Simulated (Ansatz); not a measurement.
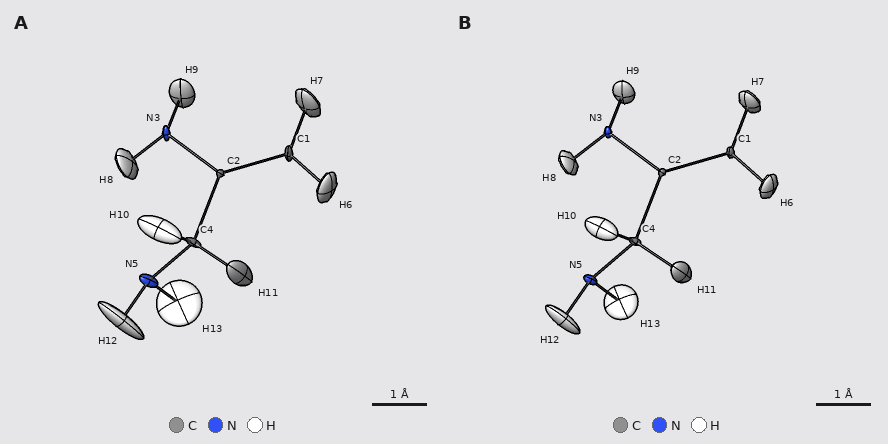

Displacement ellipsoids at the 50 % level, from the internal vibrations of the free molecule (harmonic, no overall translation or rotation; no half-axis is drawn under 0.075 Å). Vibrations computed with RKS PBE0-D4/def2-TZVP (Ansatz 0.2.0). One panel is for 298 K, the other for 600 K.

### Which panel is for 600 K?

A.

### How much does the mean-square displacement of N5 grow, and why?

U_eq goes from 0.0040 to 0.0073 Å², a factor of 1.8. Modes below kT (417 cm⁻¹ at 600 K) grow about in proportion to T, and the lowest lies at 119 cm⁻¹; the mean-square amplitude of a mode is its zero-point value times coth(ħω/2kT), which comes close to 1 only above about 3kT.
